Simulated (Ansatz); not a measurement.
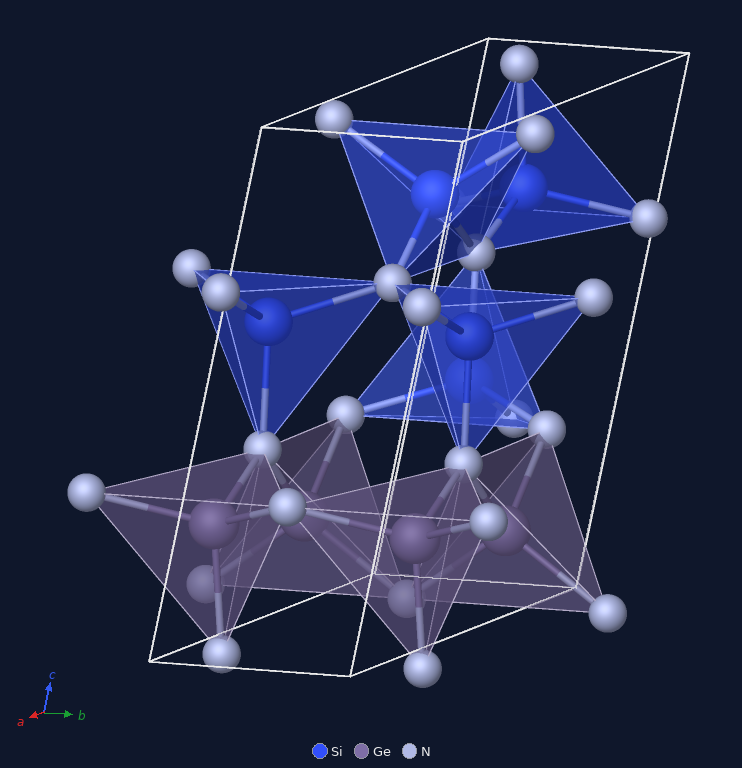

Structure drawing (polyhedral), viewed slightly off an axis. The conventional unit cell is outlined; an atom on or near a face, edge or corner is repeated at each equivalent position. Some neighbours outside the box are added.

Si$_{2}$GeN$_{4}$, space group Pm (No. 6), a = 7.727 Å, b = 2.962 Å, c = 7.751 Å, α = 90.00°, β = 119.69°, γ = 90.00°. The model was built from a structure type filled with these elements by a generator (whether the compound takes this form wasn't checked). Earlier steps of the study may have refined or changed the cell and positions. An electronic-structure calculation with Ansatz was run on it.

This one geometry was computed with Ansatz (DFT, plane waves, PAW) at five levels of theory: PBE0, PBE, HSE06, r2SCAN and PBE with spin-orbit coupling. It was relaxed beforehand with r2SCAN.

Which level gives the highest pressure at this volume, and what does that say about its equilibrium volume?

Highest: PBE (6.0 GPa) and PBE with spin-orbit coupling (5.9 GPa), which points to the largest equilibrium volume. Lowest, with the smallest volume: PBE0 (-0.8 GPa) and HSE06 (-0.6 GPa). Levels within 0.5 GPa of each other can't be told apart.

How does the band gap change with the level of theory?

PBE with spin-orbit coupling: a gap of 3.74 eV, indirect; PBE: a gap of 3.74 eV, indirect; r2SCAN: a gap of 4.27 eV, indirect; HSE06: a gap of 5.26 eV, indirect; PBE0: a gap of 6.01 eV, indirect.

Collect the results in a table.

| level | cutoff (eV) | k-mesh of the run's cell | gap (eV) | pressure (GPa) |
| --- | --- | --- | --- | --- |
| PBE0 | 420 | 2×6×2 | 6.01 | -0.8 |
| PBE | 420 | 4×8×4 | 3.74 | 6.0 |
| HSE06 | 420 | 2×6×2 | 5.26 | -0.6 |
| r2SCAN | 500 | 4×8×4 | 4.27 | 0.0 |
| PBE with spin-orbit coupling | 420 | 4×8×4 | 3.74 | 5.9 |

Gaps are taken on the k-mesh or band path of each run.
